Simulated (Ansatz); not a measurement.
The figure comes from a scan of CdS (wurtzite): volume and axial ratio are varied about the relaxed values (subscript 0). All values below come from PBE (plane waves to 420 eV, PAW, scalar-relativistic; Ansatz, an electronic-structure program). k mesh 9×9×5 (Γ-centred), Fermi-Dirac smearing 0.05 eV. Energies are smeared free energies. As the atoms are clamped, bonds stretch with the cell, which overstates energies and stresses. CdS was relaxed with its symmetry unable to fall. The PAW data are Ansatz's earlier set. ΔE is measured from the relaxed starting cell.

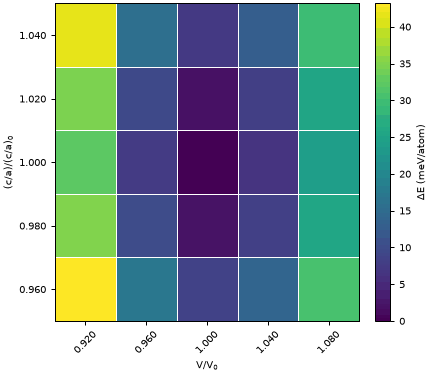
Fig. 1. ΔE (meV/atom), one tile a computed point.

### Question
List the plotted points as numbers.

### Answer
To the nearest 5:

ΔE (meV/atom), with V/V₀ across and (c/a)/(c/a)₀ down:

| (c/a)/(c/a)₀ \ V/V₀ | 0.920 | 0.960 | 1.000 | 1.040 | 1.080 |
|---|---|---|---|---|---|
| 0.960 | 45 | 15 | 10 | 15 | 30 |
| 0.980 | 35 | 10 | 0 | 10 | 25 |
| 1.000 | 30 | 5 | 0 | 5 | 25 |
| 1.020 | 35 | 10 | 0 | 10 | 25 |
| 1.040 | 40 | 15 | 5 | 15 | 30 |

(Under strain, the slope of the energy per volume gives the stress and its curvature an elastic modulus.)
